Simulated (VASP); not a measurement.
Band structure of Ca3Zn (space group Pm-3m). Level of theory: PBEsol GGA, VASP's PBE PAW potentials (set 64) (plane waves; VASP).

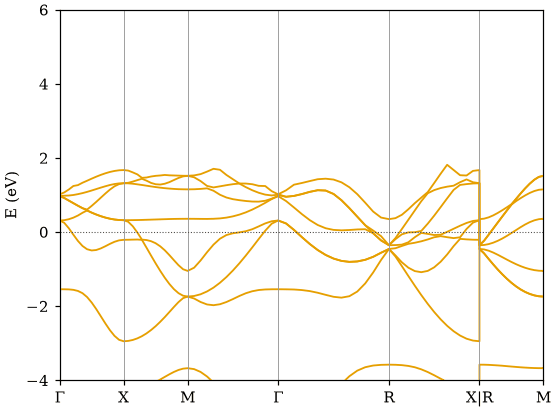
Figure: Bands along high-symmetry lines, zero at the valence-band maximum or, without a gap, the Fermi level

Problem. Read the plot: is there a gap, and where are the band edges?

Solution. It has no gap at this level: it comes out as a metal or semimetal. (Edges off the drawn lines would not show.)

The structure comes from a computed database's Ca3Zn entry (Pm-3m); how it stands against other phases isn't given here. It was relaxed first, which changed the volume by -5 %.
